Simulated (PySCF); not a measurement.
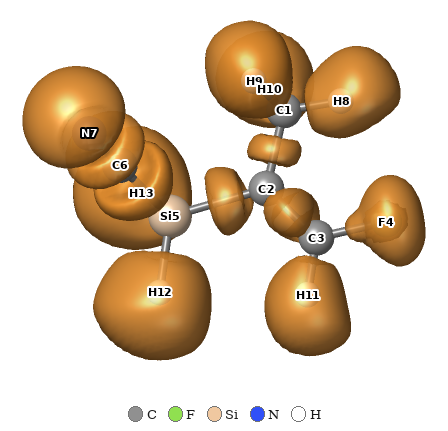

C4H6FNSi. Isosurface of the ELF at 0.75 (orange), seen across its widest extent. Only the valence region is drawn (cores and ρ < 0.01 e/Å³ removed).

Geometry: GFN2-xTB.

Level of theory: PBE0/pcSseg-1, SCF density, gas phase, non-relativistic (PySCF).

The calculation's input:

```
{"job": {"kind": "nmr", "xc": "PBE0", "basis": "pcSseg-1"}, "charge": 0, "multiplicity": 1}
C     -1.011091    -1.138943     0.283201
C     -0.512732     0.233396    -0.056913
C     -1.258421     1.313648     0.120382
F     -2.512797     1.268013     0.609046
Si     1.224184     0.398941    -0.768556
C      2.360658    -0.423094     0.469420
N      3.049994    -0.933184     1.228659
H     -2.006080    -1.099384     0.719845
H     -0.333033    -1.616127     0.989692
H     -1.044946    -1.758330    -0.612410
H     -0.962425     2.328748    -0.099774
H      1.640044     1.795064    -0.890969
H      1.362258    -0.368260    -2.009352
```

Run with:

```sh
OMP_NUM_THREADS=1 python probes_run.py task.json out
```

Where are the electrons localised?

At this value the surface marks out two regions between bonded C–C atoms (shared pairs), one region between bonded C–N atoms (shared pairs), two regions between bonded C–Si atoms (shared pairs), six regions around hydrogen nuclei, one region on F in which the atom's valence shell and bonds are merged and one lobe on N, pointing away from the bonds (lone pairs). Profiles from the grid: C–N (1.15 Å): the ELF peaks at about 0.85 between the atoms (a multiple bond). C–C (1.32 Å): the ELF peaks at about 0.90 between the atoms; a short, multiple covalent bond.
